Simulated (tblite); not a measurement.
# Geometry relaxation, with input and output: C3H9N3Si2

The run: geometry relaxation of C3H9N3Si2. Method and program: GFN2-xTB geometry optimisation, gas phase (tblite 0.8.0).

It belongs to a series of runs on one base structure; here: constitutional isomer.

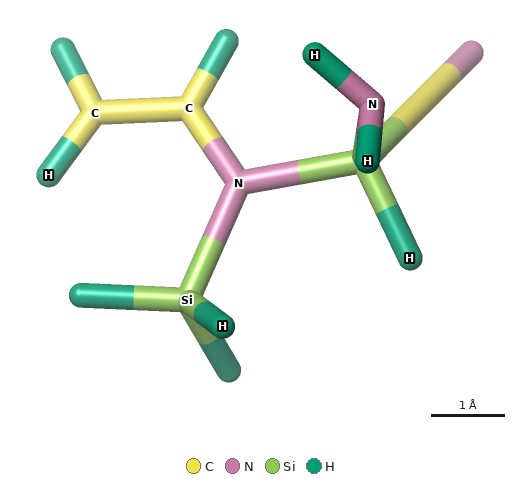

**Figure 1.** The input geometry (stick view, seen at a tilt). Bond lengths as drawn: C–C 1.34 Å, C–H 1.08 Å, C–N 1.16 to 1.39 Å, C–Si 1.80 Å, H–N 1.04 to 1.05 Å, H–Si 1.46 to 1.49 Å and N–Si 1.79 to 1.81 Å.

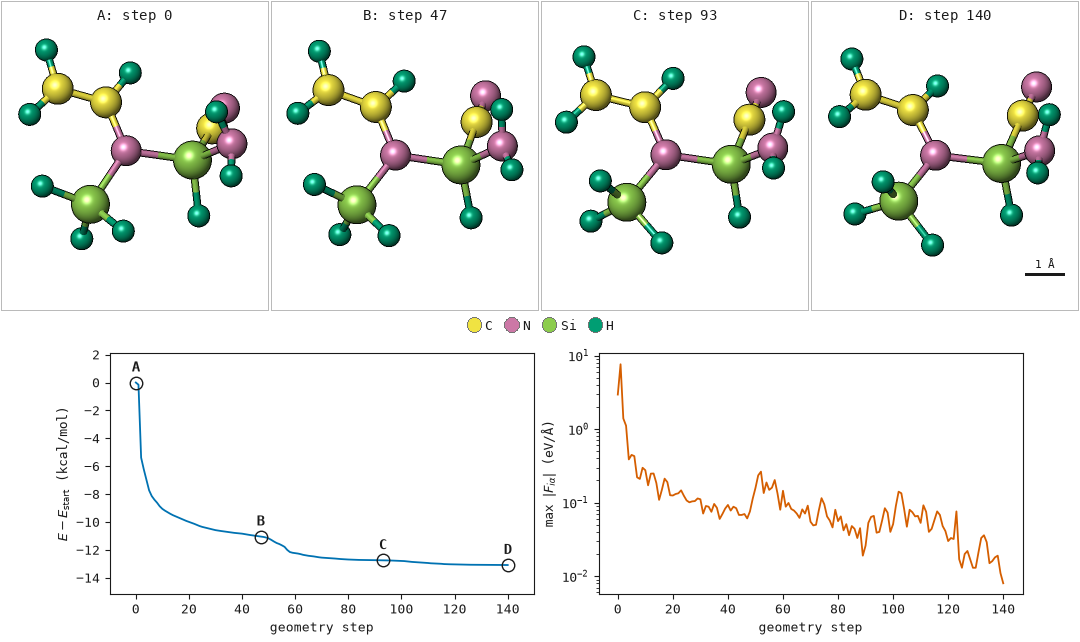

**Figure 2.** Frames of the relaxation (ball-and-stick view, seen at a tilt) above the curves, on which the letters mark them (steps are counted from 0).

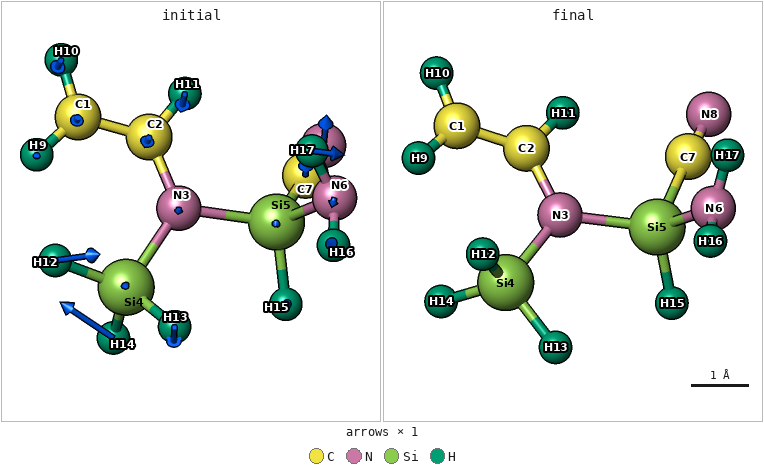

**Figure 3.** Before (left) and after (right) the relaxation, at one scale (ball-and-stick view, seen at a tilt). The blue arrows give the displacements, at true length. After 140 geometry steps the energy has fallen by 13.1 kcal/mol. Largest force component: 3 eV/Å at the start, 0.008 eV/Å at the end. H14 moves most after the best rigid fit: 1.23 Å. Largest moves by element: H 1.23 Å, N 0.78 Å, C 0.48 Å, Si 0.14 Å. Among the contacts that change: Si5–N6 1.798 → 1.717 Å, Si5–C7 1.800 → 1.867 Å, N3–Si4 1.807 → 1.749 Å, N6–H17 1.050 → 1.007 Å. Among the angles that change: Si5–N6–H16 105.2° → 120.3°, Si5–N6–H17 109.8° → 121.2°, N6–Si5–C7 112.6° → 103.6°. (Atoms are counted from 1 in the order of the input.)

The input and output of the run follow.

**Input**
```
{"job": {"kind": "relax", "xc": "GFN2-xTB", "basis": "xTB"}, "charge": 0, "multiplicity": 1}
C      1.763900    -0.951600     1.614700
C      0.678800    -0.957500     0.830900
N      0.320900     0.067900    -0.033000
Si     1.276700     1.581600    -0.275900
Si    -1.202100    -0.128000    -0.958800
N     -2.605300     0.478900    -0.011800
C     -1.450000    -1.803300    -1.567800
N     -1.598300    -2.880200    -1.962500
H      2.467100    -0.136000     1.655000
H      1.936500    -1.800400     2.253600
H      0.052900    -1.836500     0.891600
H      2.262800     1.714200     0.796000
H      0.327800     2.696900    -0.350600
H      1.917100     1.456700    -1.588700
H     -1.072400     0.753400    -2.148300
H     -2.607300     1.510300    -0.158500
H     -2.476200     0.245400     1.004100
```

The first line tells a small driver script what to run in tblite; the rest is the geometry in Å.

Launch command:
```bash
OMP_NUM_THREADS=1 python <driver script> task.json out
```

**Log**
```
step      E/eV     max force
  0    -631.38525    3.068
  1    -631.39200    8.311
  2    -631.61872    1.754
  3    -631.65503    1.340
  4    -631.68773    0.446
  5    -631.72025    0.558
  6    -631.73809    0.524
  7    -631.74935    0.225
  8    -631.75876    0.211
  9    -631.76987    0.381
 10    -631.77793    0.353
 11    -631.78359    0.199
 12    -631.78843    0.256
 13    -631.79332    0.265
 14    -631.79759    0.211
 15    -631.80116    0.132
 16    -631.80464    0.156
 17    -631.80829    0.219
 18    -631.81192    0.194
 19    -631.81533    0.134
 20    -631.81836    0.127
 21    -631.82119    0.145
 22    -631.82437    0.154
 23    -631.82793    0.160
 24    -631.83123    0.145
 25    -631.83387    0.119
 26    -631.83582    0.109
 27    -631.83754    0.109
 28    -631.83964    0.107
 29    -631.84200    0.124
 30    -631.84398    0.123
 31    -631.84544    0.099
 32    -631.84659    0.090
 33    -631.84764    0.088
 34    -631.84878    0.104
 35    -631.85007    0.098
 36    -631.85136    0.088
 37    -631.85240    0.080
 38    -631.85317    0.075
 39    -631.85389    0.088
 40    -631.85491    0.098
 41    -631.85640    0.096
 42    -631.85789    0.106
 43    -631.85915    0.085
 44    -631.86030    0.075
 45    -631.86148    0.076
 46    -631.86271    0.071
 47    -631.86387    0.077
 48    -631.86507    0.101
 49    -631.86678    0.137
 50    -631.86972    0.159
 51    -631.87425    0.235
 52    -631.87938    0.264
 53    -631.88392    0.180
 54    -631.88708    0.280
 55    -631.89122    0.208
 56    -631.89592    0.222
 57    -631.90550    0.295
 58    -631.91203    0.208
 59    -631.91428    0.116
 60    -631.91541    0.152
 61    -631.91668    0.114
 62    -631.91847    0.120
 63    -631.92077    0.095
 64    -631.92220    0.097
 65    -631.92368    0.091
 66    -631.92464    0.079
 67    -631.92567    0.085
 68    -631.92703    0.076
 69    -631.92841    0.095
 70    -631.92939    0.068
 71    -631.92992    0.053
 72    -631.93028    0.063
 73    -631.93074    0.090
 74    -631.93142    0.125
 75    -631.93224    0.104
 76    -631.93306    0.073
 77    -631.93374    0.069
 78    -631.93431    0.059
 79    -631.93481    0.085
 80    -631.93525    0.061
 81    -631.93565    0.066
 82    -631.93601    0.044
 83    -631.93631    0.058
 84    -631.93652    0.041
 85    -631.93670    0.048
 86    -631.93690    0.045
 87    -631.93707    0.035
 88    -631.93718    0.046
 89    -631.93725    0.023
 90    -631.93733    0.026
 91    -631.93744    0.054
 92    -631.93755    0.065
 93    -631.93767    0.067
 94    -631.93782    0.039
 95    -631.93804    0.042
 96    -631.93832    0.061
 97    -631.93862    0.089
 98    -631.93888    0.078
 99    -631.93912    0.042
100    -631.93947    0.054
101    -631.94009    0.094
102    -631.94099    0.147
103    -631.94193    0.140
104    -631.94274    0.087
105    -631.94324    0.064
106    -631.94380    0.082
107    -631.94424    0.075
108    -631.94495    0.071
109    -631.94540    0.086
110    -631.94608    0.067
111    -631.94699    0.117
112    -631.94751    0.076
113    -631.94777    0.048
114    -631.94819    0.056
115    -631.94856    0.061
116    -631.94940    0.079
117    -631.94987    0.070
118    -631.95001    0.049
119    -631.95024    0.045
120    -631.95042    0.039
121    -631.95071    0.037
122    -631.95111    0.032
123    -631.95130    0.083
124    -631.95142    0.019
125    -631.95148    0.016
126    -631.95153    0.022
127    -631.95159    0.023
128    -631.95169    0.020
129    -631.95174    0.014
130    -631.95178    0.020
131    -631.95182    0.028
132    -631.95188    0.038
133    -631.95196    0.040
134    -631.95205    0.031
135    -631.95214    0.018
136    -631.95221    0.018
137    -631.95227    0.020
138    -631.95231    0.020
139    -631.95235    0.012
140    -631.95238    0.010
```

**Trajectory as extended XYZ (Å, eV, eV/Å), 6 of the 141 frames kept, from step=0 to step=140**
```
17
Properties=species:S:1:pos:R:3:forces:R:3 step=0 energy=-631.38525
C     1.7639   -0.9516    1.6147   -0.5020  -0.1810  -0.2030
C     0.6788   -0.9575    0.8309    1.1910   0.4110   0.5720
N     0.3209    0.0679   -0.0330   -0.5670   0.3760  -0.6560
Si    1.2767    1.5816   -0.2759   -0.4180  -1.0080  -0.0300
Si   -1.2021   -0.1280   -0.9588    0.1110   2.7400   1.0390
N    -2.6053    0.4789   -0.0118    1.6170   0.0600   0.1290
C    -1.4500   -1.8033   -1.5678   -0.4120  -2.9520  -0.7270
N    -1.5983   -2.8802   -1.9625    0.1970   1.3540   0.4550
H     2.4671   -0.1360    1.6550   -0.0970  -0.2820   0.0250
H     1.9365   -1.8004    2.2536    0.1130   0.0900   0.0160
H     0.0529   -1.8365    0.8916   -0.3100   0.1440  -0.3190
H     2.2628    1.7142    0.7960   -0.1990   0.1780  -0.1260
H     0.3278    2.6969   -0.3506   -0.0120  -0.0650   0.1660
H     1.9171    1.4567   -1.5887    0.0530  -0.0270   0.0520
H    -1.0724    0.7534   -2.1483   -0.0460  -0.3040   0.2720
H    -2.6073    1.5103   -0.1585   -0.2980  -1.1030   0.5890
H    -2.4762    0.2454    1.0041   -0.4220   0.5700  -1.2560
17
Properties=species:S:1:pos:R:3:forces:R:3 step=28 energy=-631.83964
C     1.7541   -1.0253    1.5768    0.0600   0.0160   0.0050
C     0.7173   -0.9241    0.7584    0.0120   0.0020   0.0090
N     0.3894    0.1274   -0.0931   -0.0510  -0.0790  -0.0070
Si    1.3426    1.5794   -0.3092   -0.0480  -0.0780   0.0240
Si   -1.1407    0.0273   -0.9486    0.0150  -0.0110  -0.0190
N    -2.5230    0.4901   -0.0391    0.0270  -0.0450  -0.0450
C    -1.4052   -1.7803   -1.3618    0.0290   0.0100   0.0080
N    -1.5721   -2.8761   -1.6493    0.0110   0.0510   0.0340
H     2.5234   -0.2803    1.6599   -0.0290   0.0660  -0.0270
H     1.8676   -1.8861    2.2118   -0.0340  -0.0300  -0.0860
H     0.0053   -1.7436    0.7263   -0.0030   0.0600   0.0100
H     2.2483    1.8175    0.8004    0.0220  -0.0050   0.1050
H     0.3541    2.6555   -0.3734   -0.0100   0.0970  -0.0050
H     2.0769    1.4858   -1.5684    0.0450  -0.0430  -0.0590
H    -1.0664    0.8151   -2.1709   -0.0230  -0.0400   0.0250
H    -2.9069    1.4152   -0.1129    0.0080   0.0380   0.0030
H    -2.6718    0.1146    0.8832   -0.0320  -0.0100   0.0260
17
Properties=species:S:1:pos:R:3:forces:R:3 step=56 energy=-631.89592
C     1.8481   -1.0413    1.3779    0.0460   0.0250   0.0080
C     0.7047   -0.8941    0.7252    0.0080   0.0230   0.0190
N     0.3101    0.1947   -0.0500    0.0120  -0.0450   0.0330
Si    1.3578    1.5852   -0.2247   -0.0850   0.0100   0.0140
Si   -1.2094    0.0631   -0.9150    0.0100  -0.0280   0.0350
N    -2.6479    0.5466   -0.1085    0.0480   0.0130  -0.0240
C    -1.3896   -1.7757   -1.1907   -0.0730  -0.1600  -0.1350
N    -1.4615   -2.8945   -1.4286   -0.0240   0.1510   0.0760
H     2.6285   -0.2994    1.3708   -0.0370  -0.0720  -0.0240
H     2.0342   -1.9328    1.9516   -0.0250   0.0410  -0.0330
H    -0.0318   -1.6902    0.7743    0.0470   0.0590   0.0070
H     1.9671    1.9161    1.0557   -0.0260   0.0640   0.1340
H     0.4865    2.6958   -0.6290    0.0480  -0.1180  -0.0510
H     2.3939    1.2659   -1.2035    0.0240   0.0350  -0.0870
H    -1.1255    0.7464   -2.1969    0.0130   0.0380   0.0270
H    -2.8494    1.5229    0.0299    0.0210   0.0010  -0.0210
H    -3.0230    0.0034    0.6516   -0.0080  -0.0370   0.0230
17
Properties=species:S:1:pos:R:3:forces:R:3 step=84 energy=-631.93652
C     1.9147   -1.0453    1.3051   -0.0020   0.0090   0.0190
C     0.7314   -0.8945    0.7295    0.0000  -0.0040  -0.0110
N     0.3278    0.1698   -0.0691    0.0020  -0.0050  -0.0010
Si    1.3417    1.5913   -0.1789   -0.0050  -0.0060   0.0310
Si   -1.1940    0.0452   -0.9273   -0.0010   0.0030   0.0040
N    -2.6181    0.5545   -0.1127   -0.0010  -0.0190   0.0360
C    -1.4890   -1.7780   -1.2086    0.0200   0.0240   0.0030
N    -1.6641   -2.8943   -1.3900   -0.0080  -0.0090   0.0030
H     2.7114   -0.3315    1.1938   -0.0030  -0.0030   0.0050
H     2.1152   -1.9100    1.9114    0.0090   0.0040  -0.0070
H    -0.0231   -1.6605    0.8671   -0.0040   0.0040  -0.0260
H     1.6499    2.0366    1.1819   -0.0090  -0.0040  -0.0210
H     0.5303    2.5971   -0.8643   -0.0010  -0.0150  -0.0020
H     2.5504    1.2894   -0.9471    0.0060   0.0040   0.0020
H    -1.0696    0.7571   -2.1901   -0.0180  -0.0110  -0.0040
H    -2.7524    1.5230    0.1231    0.0080   0.0260  -0.0130
H    -3.0694   -0.0378    0.5665    0.0080   0.0030  -0.0180
17
Properties=species:S:1:pos:R:3:forces:R:3 step=112 energy=-631.94751
C     1.9148   -1.0287    1.3243   -0.0110   0.0180   0.0050
C     0.8142   -0.9693    0.5892   -0.0020   0.0010   0.0160
N     0.3696    0.1124   -0.1611   -0.0070  -0.0120  -0.0070
Si    1.3030    1.5907   -0.1698   -0.0160  -0.0050  -0.0050
Si   -1.1989    0.0213   -0.9341    0.0030   0.0090  -0.0180
N    -2.5486    0.6241   -0.0585    0.0320   0.0100  -0.0360
C    -1.5684   -1.7958   -1.1538    0.0000   0.0750   0.0130
N    -1.8044   -2.9039   -1.3126   -0.0160  -0.0640  -0.0030
H     2.6075   -0.2105    1.4118   -0.0160   0.0040  -0.0020
H     2.1472   -1.9222    1.8741    0.0260  -0.0180  -0.0200
H     0.1619   -1.8331    0.5450    0.0010  -0.0150  -0.0010
H     1.3676    2.0977    1.2018    0.0300   0.0350   0.0250
H     0.5426    2.5208   -1.0030    0.0040  -0.0010  -0.0060
H     2.6279    1.3391   -0.7360   -0.0210  -0.0120   0.0130
H    -1.1253    0.6842   -2.2293    0.0020  -0.0090   0.0140
H    -2.6132    1.6068    0.1480   -0.0130  -0.0050   0.0030
H    -3.0044    0.0783    0.6541    0.0030  -0.0120   0.0100
17
Properties=species:S:1:pos:R:3:forces:R:3 step=140 energy=-631.95238
C     1.9193   -1.0325    1.3205   -0.0010   0.0050  -0.0030
C     0.8626   -1.0026    0.5222   -0.0030  -0.0050   0.0000
N     0.3723    0.1023   -0.1638    0.0000   0.0000  -0.0070
Si    1.2790    1.5975   -0.1433    0.0060  -0.0020  -0.0030
Si   -1.1992    0.0144   -0.9296    0.0020   0.0040   0.0000
N    -2.5349    0.6553   -0.0613   -0.0010   0.0040  -0.0040
C    -1.6146   -1.7979   -1.0986    0.0030  -0.0020   0.0020
N    -1.8855   -2.9026   -1.2261   -0.0010   0.0010   0.0040
H     2.5156   -0.1627    1.5323   -0.0020  -0.0040  -0.0050
H     2.2154   -1.9519    1.7919    0.0010   0.0030   0.0000
H     0.2926   -1.9097    0.3601    0.0080  -0.0010   0.0040
H     1.2741    2.1681    1.2074   -0.0010  -0.0060   0.0030
H     0.5660    2.4936   -1.0523   -0.0070  -0.0030   0.0060
H     2.6337    1.3266   -0.6197   -0.0050   0.0020   0.0050
H    -1.1263    0.6407   -2.2427    0.0000   0.0010   0.0020
H    -2.5965    1.6430    0.1193    0.0000   0.0000  -0.0050
H    -2.9805    0.1302    0.6737    0.0010   0.0030   0.0000
```

**Results in brief**

| quantity | value |
| --- | --- |
| outcome | converged |
| total energy | −631.9524 eV |
| hardware | 1 CPU thread, shared host |
| wall time | 2.9 s |
| peak memory | 0.18 GiB |
